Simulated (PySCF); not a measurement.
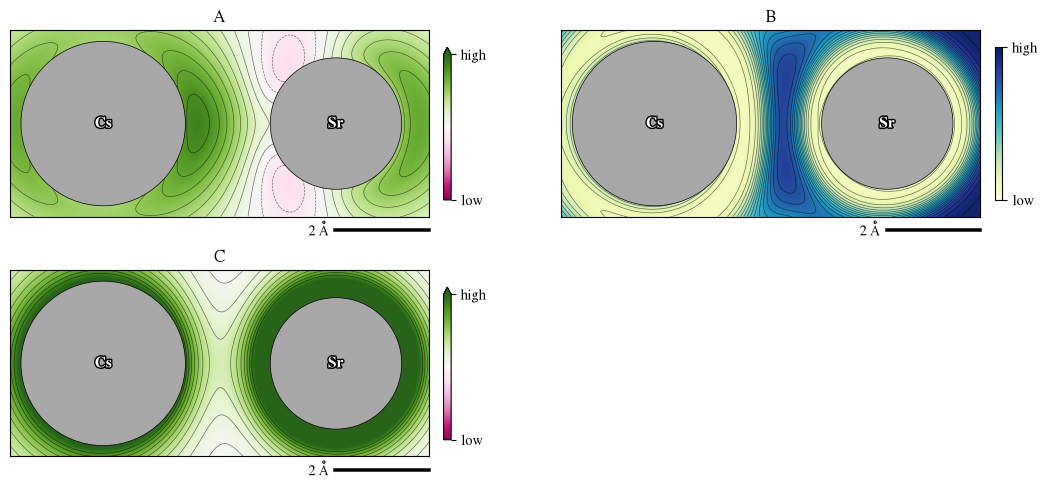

CsSr (doublet): 3 fields on a plane that holds the molecular axis, with unlabelled colour scales. Grey discs cover the atomic cores.

Core potentials replace the inner electrons of Cs and Sr.

Method: PySCF, PBE0/def2-SVP, non-relativistic Hamiltonian with scalar-relativistic core potentials where named, at a bond length of 4.974 Å.

> Which field does each panel show? The fields are: electron localisation function, electrostatic potential and spin density.

Panel A: spin density (confined to the atoms that carry the unpaired spin). Panel B: electron localisation function. Panel C: electrostatic potential (strongly positive close to the atoms and fading to about zero outside).
